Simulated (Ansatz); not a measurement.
# C2F2GeN2: reading failed and doubtful runs

Aim: try 3 inputs for C2F2GeN2 as typed, read how each ends, and find what has to change.

Computed with Ansatz 0.2.0, Gaussian basis. Level: the settings change from run to run.

## Step 1: The molecule

The geometry comes from an earlier relaxation with PBE0-D4 in a triple-zeta def2 set; it is a stationary point, not always the lowest conformer.

SMILES `N#[C][Ge]([F])([F])[C]#N`, 7 atoms, charge 0, spin multiplicity 1.

Atoms are counted from 1 here; the program's logs count them from 0.

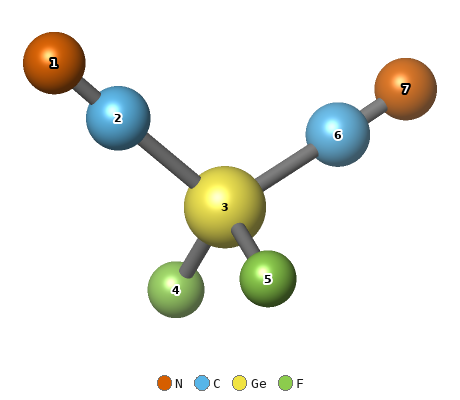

The geometry (nitrogen orange, carbon blue, germanium yellow, fluorine green); atoms are numbered from 1 in the order of the file.

## Step 2: Input 1

in.yaml reads:

```yaml
crystal:
  periodic: [false, false, false]
  atoms:
    - {symbol: N, position_ang: [0.151911, -2.001755, 1.949079]}
    - {symbol: C, position_ang: [0.140966, -1.314639, 1.027104]}
    - {symbol: Ge, position_ang: [0.114197, -0.157644, -0.472042]}
    - {symbol: F, position_ang: [-0.999445, -0.751237, -1.610475]}
    - {symbol: F, position_ang: [1.650645, -0.156610, -1.198621]}
    - {symbol: C, position_ang: [-0.355131, 1.620041, -0.017776]}
    - {symbol: N, position_ang: [-0.641843, 2.693844, 0.277232]}
basis:
  gaussian: {orbitals: def2-TZVPP}
hamiltonian: {xc: {name: HF}}
correlation: {method: mp2, frozen_orbitals: {N: 0}}
```

Launch:

```bash
$ ansatz run in.yaml --threads 4 --pin off --events-out ev --progress --plain --max-ram 10444MiB
```

The log of the run:

```text
Functional definition: HF
  name "HF"
  cite "Fock, Z. Phys. 61, 126 (1930) doi:10.1007/BF01340294"
  parent pbe
  exchange = exact_x
  correlation = 0
Error: "frozen_orbitals" has no count for C
```

Wall time 0.05 s (4 threads of Intel Xeon Platinum 8488C, shared host).

**Diagnosis.** The program refused the input. Frozen orbitals are typed for one element alone, and the program wants a count for each. To mend it, leave frozen_orbitals out, or give every element a count that its core really has.

## Step 3: Input 2

in.yaml reads:

```yaml
crystal:
  periodic: [false, false, false]
  atoms:
    - {symbol: N, position_ang: [0.151911, -2.001755, 1.949079]}
    - {symbol: C, position_ang: [0.140966, -1.314639, 1.027104]}
    - {symbol: Ge, position_ang: [0.114197, -0.157644, -0.472042]}
    - {symbol: F, position_ang: [-0.999445, -0.751237, -1.610475]}
    - {symbol: D, position_ang: [1.650645, -0.156610, -1.198621]}
    - {symbol: C, position_ang: [-0.355131, 1.620041, -0.017776]}
    - {symbol: N, position_ang: [-0.641843, 2.693844, 0.277232]}
basis:
  gaussian: {orbitals: cc-pVTZ-DK}
hamiltonian: {xc: {name: r2SCAN0}, dispersion: d3bjatm}
output: {forces: true}
```

Launched as before.

The log of the run:

```text
Error: YAML parse error: error: line 8 column 16: `D` is not an element symbol (H … Og, case-exact)
  --> <input>:8:16
   |
 6 |     - {symbol: Ge, position_ang: [0.114197, -0.157644, -0.472042]}
 7 |     - {symbol: F, position_ang: [-0.999445, -0.751237, -1.610475]}
 8 |     - {symbol: D, position_ang: [1.650645, -0.156610, -1.198621]}
   |                ^ `D` is not an element symbol (H … Og, case-exact)
 9 |     - {symbol: C, position_ang: [-0.355131, 1.620041, -0.017776]}
10 |     - {symbol: N, position_ang: [-0.641843, 2.693844, 0.277232]}
   |
```

It took 0.05 s on 4 threads of Intel Xeon Platinum 8488C, shared host.

Diagnosis: Refused before any calculation. An element symbol is wrong. To mend it, correct the symbol.

## Step 4: Input 3

in.yaml reads:

```yaml
crystal:
  periodic: [false, false, false]
  atoms:
    - {symbol: N, position_ang: [0.156005, -1.996486, 1.910958]}
    - {symbol: C, position_ang: [0.164075, -1.315423, 0.976073]}
    - {symbol: Ge, position_ang: [0.190816, -0.191303, -0.470063]}
    - {symbol: F, position_ang: [-1.028606, -0.750969, -1.601916]}
    - {symbol: F, position_ang: [1.637968, -0.156301, -1.157427]}
    - {symbol: C, position_ang: [-0.381925, 1.682533, -0.009244]}
    - {symbol: N, position_ang: [-0.637187, 2.691615, 0.290568]}
basis:
  gaussian: {orbitals: x2c-TZVPPall}
hamiltonian: {xc: {name: HF}}
correlation: {method: mp2, frozen_orbitals: {N: 9}}
scf: {lower_state_search: full}
output: {forces: true}
```

The command is unchanged.

The log of the run:

```text
Functional definition: HF
  name "HF"
  cite "Fock, Z. Phys. 61, 126 (1930) doi:10.1007/BF01340294"
  parent pbe
  exchange = exact_x
  correlation = 0
Error: "frozen_orbitals" has no count for C
```

Wall time 0.05 s (4 threads of Intel Xeon Platinum 8488C, shared host).

**Diagnosis.** The program refused the input. Frozen orbitals are typed for one element alone, and the program wants a count for each. Its coordinates are also moved off the relaxed structure. Fix: leave frozen_orbitals out, or give every element a count that its core really has.

## Step 5: Summary

```
input               level    ended                                                                                    cause    time
    1      MP2/def2-TZVPP  refused  frozen orbitals are typed for one element alone, and the program wants a count for each  0.05 s
    2  r2SCAN0/cc-pVTZ-DK  refused                                                               an element symbol is wrong  0.05 s
    3    MP2/x2c-TZVPPall  refused  frozen orbitals are typed for one element alone, and the program wants a count for each  0.05 s
```

3 refused. A refusal costs next to no computing time.
